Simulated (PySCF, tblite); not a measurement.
**C6H5F2O−: dynamics, then NMR shifts on frames**

How do NMR shifts of C6H5F2O− (`FC(F)Oc1cc[cH-]c1`) change as the atoms move?

Programs: tblite 0.8.0 and PySCF 2.14.0, with density-fitted response routines of our own. Each step states its level of theory. These are calculated values for one molecule in the gas phase, unless marked as measured. Atoms are numbered from 0 throughout.

### 1 The molecule as given

14 atoms, charge -1, multiplicity 1; geometry from: GFN2-xTB.

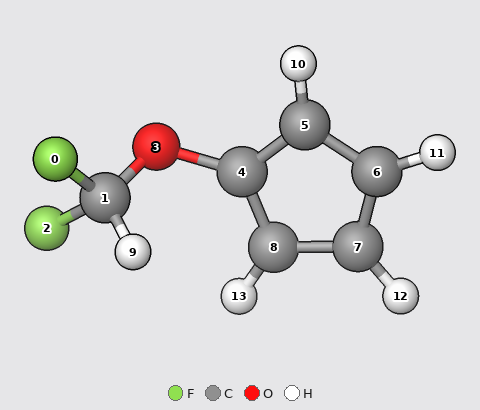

The starting geometry (fluorine green, carbon grey, oxygen red, hydrogen white), atoms numbered.

### 2 Dynamics with GFN2-xTB

Job settings and geometry (Å):

```
{"job": {"kind": "md", "xc": "GFN2-xTB", "basis": "xTB", "temperature": 300, "steps": 2000, "every": 50, "frames": 5}, "charge": -1, "multiplicity": 1}
F      2.906439    -0.910954     1.374796
C      2.207964    -0.042551     0.547640
F      3.238214     0.689361    -0.016151
O      1.498681    -0.674646    -0.344184
C      0.093753    -0.316664    -0.342587
C     -0.953665    -1.213199    -0.162092
C     -2.129724    -0.464630    -0.205294
C     -1.796532     0.874199    -0.390879
C     -0.408065     0.975579    -0.472937
H      1.654314     0.649396     1.207889
H     -0.862661    -2.279772    -0.033290
H     -3.130916    -0.861412    -0.106936
H     -2.491522     1.699878    -0.460528
H      0.173042     1.874942    -0.617614
```

Level: GFN2-xTB Langevin dynamics, gas phase.

Run with:

```sh
> OMP_NUM_THREADS=1 python probes_run.py task.json out
```

This one command runs all jobs of the session in turn.

The log of the run:

```text
t/fs     T/K      E/eV
    0.0   232.4   -792.35049
   25.0   195.7   -792.07526
   50.0   214.3   -791.94665
   75.0   234.4   -792.02229
  100.0   177.1   -791.90789
  125.0   253.8   -792.04586
  150.0   217.1   -791.97604
  175.0   291.9   -791.93304
  200.0   196.0   -791.67699
  225.0   327.8   -791.97661
  250.0   197.7   -791.78513
  275.0   350.6   -792.05750
  300.0   266.3   -791.96932
  325.0   282.3   -791.90454
  350.0   346.9   -791.85181
  375.0   285.3   -791.75142
  400.0   402.2   -791.89679
  425.0   432.2   -791.78066
  450.0   377.4   -791.84625
  475.0   244.3   -791.71647
  500.0   393.2   -791.87229
  525.0   365.9   -791.85504
  550.0   332.3   -791.87256
  575.0   293.5   -791.70031
  600.0   372.8   -791.72058
  625.0   348.7   -791.86633
  650.0   477.5   -791.93367
  675.0   280.3   -791.72446
  700.0   364.3   -791.85141
  725.0   418.9   -791.90943
  750.0   346.9   -791.64279
  775.0   258.3   -791.57607
  800.0   357.1   -791.71230
  825.0   420.9   -791.96162
  850.0   255.8   -791.81858
  875.0   279.6   -791.86494
  900.0   262.7   -791.90401
  925.0   340.4   -791.85331
  950.0   441.6   -791.73266
  975.0   425.4   -791.79710
 1000.0   353.8   -791.57864
```

Wall time 10 s (1 thread of Arm Neoverse V1, shared host); peak memory 0.18 GiB.

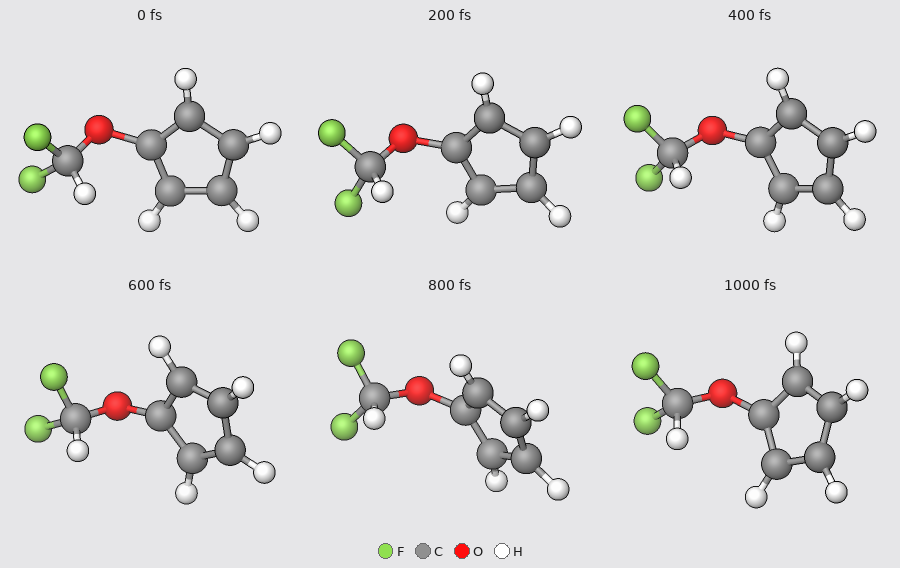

Frames of the run.

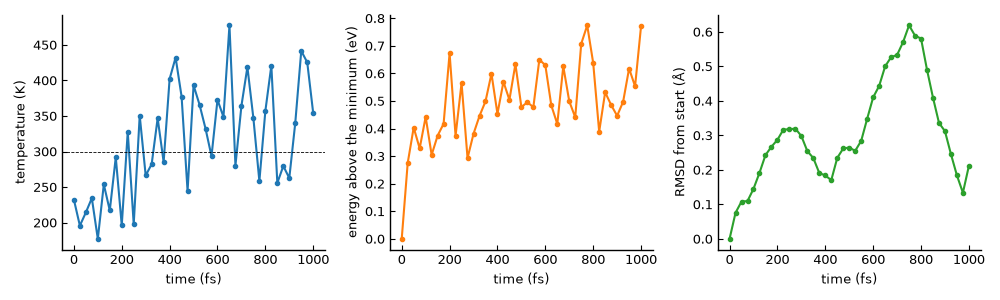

Temperature, potential energy and distance from the start.

Positions (Å) and forces (eV/Å) at 1000 fs:

```xyz
14

F     3.361   -1.604    0.689   -1.127    0.291   -0.243
C     2.541   -0.505    0.360   -0.016    2.194    1.367
F     3.451    0.240   -0.372    0.153    0.006   -0.128
O     1.432   -0.633   -0.325   -0.092    0.063    1.576
C     0.203   -0.350    0.521    1.018    0.345   -0.903
C    -0.713   -1.352    0.638   -0.269   -0.307    0.435
C    -1.753   -0.923    1.433   -1.066   -0.676    1.114
C    -1.471    0.388    1.734   -0.619    2.562    1.990
C    -0.249    0.789    1.223    1.164   -0.847   -1.331
H     2.404    0.167    1.377    0.292   -1.651   -1.651
H    -0.620   -2.300    0.242    0.234   -1.701   -0.746
H    -2.497   -1.588    1.956    0.504    0.903   -0.966
H    -2.018    1.134    2.399    0.224   -1.209   -0.726
H     0.297    1.723    1.242   -0.399    0.027    0.210
```

### 3 Shielding tensors: 250 fs, PBE0/pcSseg-1

Job settings and geometry (Å):

```
{"job": {"kind": "nmr", "xc": "PBE0", "basis": "pcSseg-1", "pop": false}, "charge": -1, "multiplicity": 1}
F      3.324900    -1.162900     0.603000
C      2.161900    -0.348600     0.423600
F      2.680600     0.845200     0.180500
O      1.349800    -0.863900    -0.461400
C     -0.003300    -0.554300    -0.237700
C     -0.898300    -1.612300     0.003500
C     -2.179200    -1.046100     0.146900
C     -2.114400     0.304000    -0.100100
C     -0.793800     0.582400    -0.376600
H      1.784400    -0.205200     1.463900
H     -0.779700    -2.686900     0.210400
H     -3.085600    -1.618500     0.348900
H     -2.846300     1.107100    -0.094600
H     -0.581100     1.604000    -0.565200
```

With the program's defaults for keys left out, this is: GIAO PBE0/pcSseg-1 NMR shielding, non-relativistic, gas phase.

The log of the run:

```text
coarse grid: 12880 points
cycle   1  E = -505.6648942629  dE =  1.797e+00  |g| = 9.903e-01  |ddm| = 3.567e+00
cycle   2  E = -505.5008909824  dE =  1.640e-01  |g| = 1.390e+00  |ddm| = 1.882e+00
cycle   3  E = -505.8653054010  dE = -3.644e-01  |g| = 9.365e-02  |ddm| = 1.136e+00
cycle   4  E = -505.8663294925  dE = -1.024e-03  |g| = 6.728e-02  |ddm| = 1.534e-01
cycle   5  E = -505.8672711529  dE = -9.417e-04  |g| = 1.274e-02  |ddm| = 6.836e-02
cycle   6  E = -505.8673029547  dE = -3.180e-05  |g| = 4.697e-03  |ddm| = 1.383e-02
cycle   7  E = -505.8673076230  dE = -4.668e-06  |g| = 1.173e-03  |ddm| = 5.021e-03
final grid: 128528 points
cycle   8  E = -505.9441186171  dE = -3.531e-05  |g| = 1.138e-02  |ddm| = 3.551e-02
cycle   9  E = -505.9440933977  dE =  2.522e-05  |g| = 1.642e-02  |ddm| = 2.098e-02
cycle  10  E = -505.9441439532  dE = -5.056e-05  |g| = 1.193e-03  |ddm| = 1.229e-02
cycle  11  E = -505.9441442439  dE = -2.907e-07  |g| = 3.732e-04  |ddm| = 1.457e-03
cycle  12  E = -505.9441442691  dE = -2.522e-08  |g| = 1.199e-04  |ddm| = 4.043e-04
cycle  13  E = -505.9441442720  dE = -2.912e-09  |g| = 3.871e-05  |ddm| = 1.386e-04
cycle  14  E = -505.9441442723  dE = -3.325e-10  |g| = 1.009e-05  |ddm| = 4.548e-05
converged SCF energy = -505.9441442723

GIAO shielding tensors (ppm)
atom      isotropic    diamagn.    paramagn.     s11        s22        s33       span
  0 F      249.762     470.579    -220.817    117.586    248.307    383.394    265.808
  1 C       58.836     240.355    -181.519     41.013     52.488     83.006     41.993
  2 F      266.639     473.875    -207.236    179.219    282.671    338.028    158.809
  3 O      203.508     399.104    -195.596    158.030    196.678    255.816     97.786
  4 C       52.178     248.759    -196.581     13.643     57.517     85.373     71.730
  5 C       87.677     249.597    -161.920     18.945     93.118    150.969    132.024
  6 C       84.877     253.191    -168.314      6.446     87.482    160.703    154.257
  7 C       87.622     256.040    -168.419      3.371     99.308    160.187    156.816
  8 C       96.429     250.622    -154.193     31.936     93.118    164.234    132.298
  9 H       25.290      28.569      -3.279     23.543     24.845     27.481      3.938
 10 H       25.761      31.451      -5.689     23.001     26.702     27.581      4.580
 11 H       26.384      31.405      -5.021     23.766     26.048     29.337      5.571
 12 H       26.289      32.890      -6.602     23.871     26.201     28.795      4.925
 13 H       26.835      33.975      -7.140     23.373     27.798     29.333      5.960
```

Wall time 25 s (1 thread of Arm Neoverse V1, shared host); peak memory 0.79 GiB.

The references, computed at this level on geometries of the same kind, shield at (ppm): 1H TMS 31.72, 13C TMS 186.9, 19F CFCl3 170.9, 17O H2O 336.1. Their shielding less the atom's gives the shift. The references are single molecules in the gas phase, so shifts against H2O, NH3, PH3, H3PO4 or CFCl3 are not on the usual liquid scales and can be off by tens of ppm. Each atom is listed at this fixed geometry, with no averaging over motion; a spectrum would average atoms that exchange fast.

```
atoms                                environment  σ (ppm)  δ (ppm)
   C4             aromatic carbon bearing oxygen     52.2    134.7
   C1                 sp3 CH bonded to 2 F and O     58.8    128.1
   C6                                aromatic CH     84.9    102.0
   C7                                aromatic CH     87.6     99.3
   C5                                aromatic CH     87.7     99.2
   C8                                aromatic CH     96.4     90.5
   H9  hydrogen on an sp3 CH bonded to 2 F and O    25.29     6.43
  H10                 hydrogen on an aromatic CH    25.76     5.96
  H12                 hydrogen on an aromatic CH    26.29     5.43
  H11                 hydrogen on an aromatic CH    26.38     5.33
  H13                 hydrogen on an aromatic CH    26.83     4.88
   F0                    fluorine of a CF2 group    249.8    -78.8
   F2                    fluorine of a CF2 group    266.6    -95.7
   O3                               ether oxygen    203.5    132.6
```

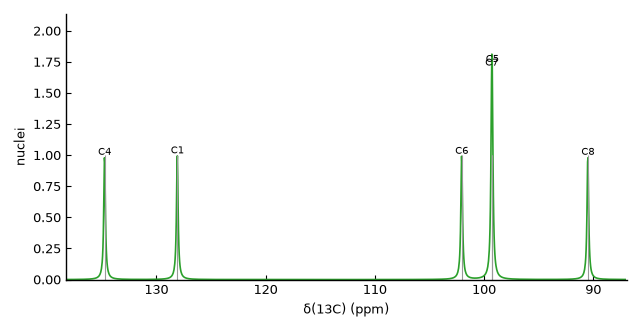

13C lines at the computed shifts, without couplings. Lines are broadened to a width of 0.18 ppm (Lorentzian).

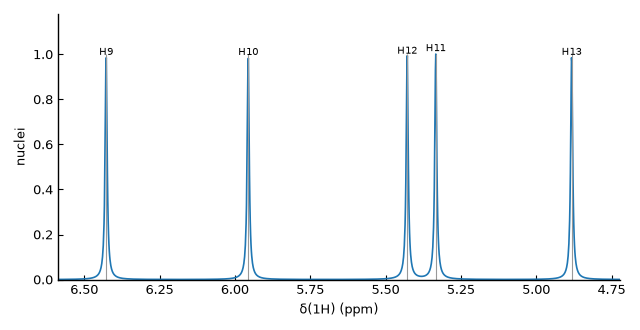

1H lines at the computed shifts, without couplings. Lines are broadened to a width of 0.01 ppm (Lorentzian).

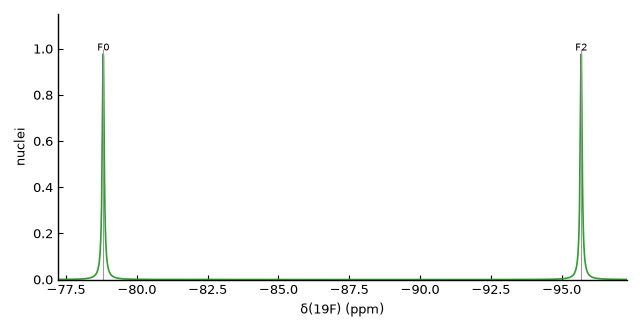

19F lines at the computed shifts, without couplings. Lines are broadened to a width of 0.08 ppm (Lorentzian).

Ring of atoms C4, C5, C6, C7, C8: NICS(0) -16.1, NICS(1) -11.7, NICS(1)zz -31.2 ppm (means of both faces).

### 4 NMR shieldings: 425 fs, PBE0/pcSseg-1

Job settings and geometry (Å):

```
{"job": {"kind": "nmr", "xc": "PBE0", "basis": "pcSseg-1", "pop": false}, "charge": -1, "multiplicity": 1}
F      3.224000    -1.318200     0.414500
C      2.201400    -0.367500     0.102700
F      3.135300     0.575100    -0.583800
O      1.254600    -0.823000    -0.636800
C     -0.047500    -0.707100    -0.074400
C     -0.797800    -1.691300     0.532100
C     -1.991800    -1.077700     0.890000
C     -1.924700     0.268100     0.630400
C     -0.721100     0.490600     0.003900
H      1.891200     0.124400     1.044600
H     -0.435300    -2.713200     0.382300
H     -2.812500    -1.384900     1.513900
H     -2.668300     0.981500     0.938200
H     -0.258600     1.412000    -0.184300
```

Method: GIAO PBE0/pcSseg-1 NMR shielding, non-relativistic, gas phase.

The log of the run:

```text
coarse grid: 12880 points
cycle   1  E = -505.6429877418  dE =  1.740e+00  |g| = 1.031e+00  |ddm| = 3.547e+00
cycle   2  E = -505.4190664044  dE =  2.239e-01  |g| = 1.552e+00  |ddm| = 1.981e+00
cycle   3  E = -505.8588365176  dE = -4.398e-01  |g| = 1.234e-01  |ddm| = 1.178e+00
cycle   4  E = -505.8611747879  dE = -2.338e-03  |g| = 7.157e-02  |ddm| = 1.713e-01
cycle   5  E = -505.8620896656  dE = -9.149e-04  |g| = 1.606e-02  |ddm| = 6.139e-02
cycle   6  E = -505.8621388824  dE = -4.922e-05  |g| = 5.094e-03  |ddm| = 1.506e-02
cycle   7  E = -505.8621442644  dE = -5.382e-06  |g| = 1.226e-03  |ddm| = 5.609e-03
final grid: 128528 points
cycle   8  E = -505.9394860198  dE = -3.675e-05  |g| = 1.187e-02  |ddm| = 3.280e-02
cycle   9  E = -505.9394592496  dE =  2.677e-05  |g| = 1.703e-02  |ddm| = 2.348e-02
cycle  10  E = -505.9395143601  dE = -5.511e-05  |g| = 1.207e-03  |ddm| = 1.343e-02
cycle  11  E = -505.9395146578  dE = -2.977e-07  |g| = 4.424e-04  |ddm| = 1.559e-03
cycle  12  E = -505.9395146934  dE = -3.552e-08  |g| = 1.305e-04  |ddm| = 4.420e-04
cycle  13  E = -505.9395146963  dE = -2.977e-09  |g| = 3.688e-05  |ddm| = 1.253e-04
cycle  14  E = -505.9395146966  dE = -2.807e-10  |g| = 9.621e-06  |ddm| = 4.082e-05
converged SCF energy = -505.9395146966

GIAO shielding tensors (ppm)
atom      isotropic    diamagn.    paramagn.     s11        s22        s33       span
  0 F      222.099     470.941    -248.842     84.946    221.042    360.310    275.365
  1 C       44.234     243.808    -199.574     16.754     46.124     69.823     53.069
  2 F      202.410     473.926    -271.516     35.513    185.955    385.762    350.249
  3 O      179.865     400.972    -221.107    113.206    200.754    225.635    112.429
  4 C       37.142     254.643    -217.501    -18.621     56.298     73.751     92.372
  5 C      100.326     252.295    -151.970     44.046     94.262    162.670    118.623
  6 C       92.625     254.287    -161.662     18.577     92.705    166.594    148.017
  7 C       84.684     255.481    -170.796     -4.513     93.507    165.059    169.572
  8 C       97.449     251.588    -154.139     38.331     94.573    159.444    121.112
  9 H       24.664      28.579      -3.915     22.506     24.984     26.502      3.996
 10 H       26.189      31.068      -4.879     23.393     25.794     29.380      5.987
 11 H       26.648      31.453      -4.804     23.347     25.919     30.679      7.332
 12 H       26.320      33.131      -6.811     24.124     26.367     28.468      4.343
 13 H       27.206      34.862      -7.656     24.432     28.002     29.185      4.753
```

Run time: 22 s. Hardware: 1 thread of Arm Neoverse V1, shared host; peak memory 0.79 GiB.

In short: δ C4 149.8, C1 142.7, C7 102.2, C6 94.3, H9 7.05, H10 5.53 ppm.

(Part 1 of 2 ends here.)
